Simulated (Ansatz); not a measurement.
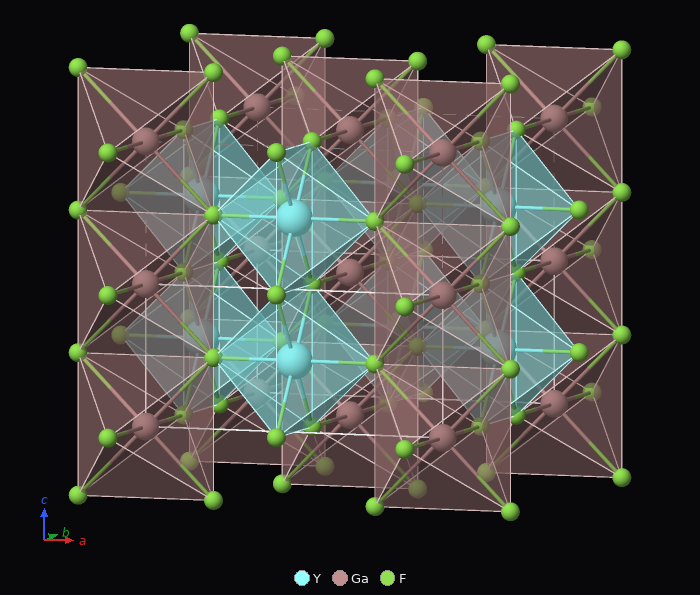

Polyhedra are drawn about Ga and Y (bonds: F–Ga below 3.2 Å and F–Y below 2.5 Å); other atoms are plain spheres.

YGaF₄ (space group Cmmm, No. 65). Coordinates: coordinates from a relaxation with DFT PBE, scalar-relativistic, plane waves, PAW (Ansatz 0.2.0); the starting structure was generated, so it need not be a known form of this composition.

### What figure surrounds each Ga or Y atom, and what does it share with the other drawn polyhedra?

Ga: GaF6 octahedron, sharing corners with eight neighbours and edges with two neighbours; Y: YF6 octahedron, sharing edges with two neighbours and corners with eight neighbours.

### What is the connectivity of the polyhedra: isolated, groups, chains, layers or framework?

They form a three-dimensional framework of corner- and edge-sharing octahedra.

### How far apart are the centres of linked polyhedra?

Centre to centre across a shared edge: 3.59 Å; across a shared corner: 4.33 to 4.56 Å.
